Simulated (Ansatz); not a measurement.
# Does disorder add resistance in series? Pt(111) layers displaced at 300 K

Two lengths of the disordered region are known. What area resistance does the third give?

**Method.** Ansatz 0.2.0, plane waves with PAW datasets at their recommended cutoffs (420 eV for most), Fermi-Dirac smearing; ballistic transmission by layer matching. The area resistance is RA = A (h/2e²)(1/T − 1/N), with T the zone-mean transmission per spin and N the lead's channels, both averaged over a few energies near the Fermi level; for magnets each spin is taken apart, with h/e², and the two conduct in parallel. Lateral cell 2x2, PBE, a fresh random draw for each length. Atoms are displaced independently, by 0.0629 Å r.m.s. per direction; each RA is scaled by the nominal over the drawn mean square displacement.

Results; the value marked ? is to be predicted:

| length (Å) | channels N | RA (fΩ m²) |
| --- | --- | --- |
| 9.06 | 6.753 | 0.117 |
| 18.1 | 6.753 | 0.196 |
| 27.2 | 6.713 | ? |

**Fit on the rows shown.**

Ohm's law makes RA linear in the length: the slope is (0.196 − 0.117)/(18.1 − 9.06) = 8.72×10⁻³ fΩ m² per Å, or 8.7 µΩ cm. Then 0.196 + 8.72×10⁻³ × 9.06. Predicted: 0.275 fΩ m².

**The withheld run.**

0.304 fΩ m², so the prediction is 9.7 % too low. The three lengths together give 10 µΩ cm. The two increments are 0.079 and 0.11 fΩ m²; with one draw for each length, their difference can't be told from scatter.

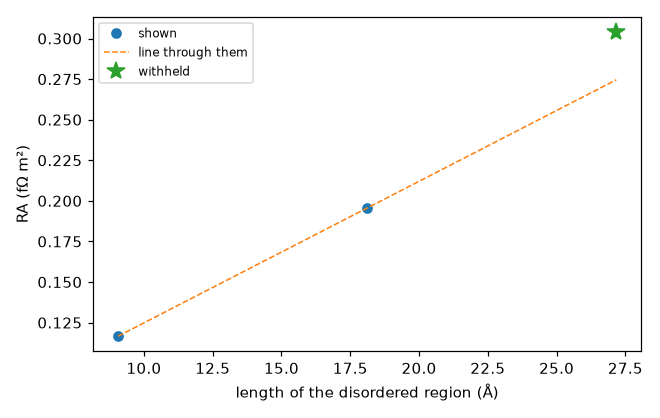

Area resistance against length.

**Limits.** The scatterers repeat sideways with the small cell. The slope is a raw one; a model of isotropic scattering puts it 1.06 times the bulk value over these lengths. Spin-orbit coupling is left out, which matters for Pt.
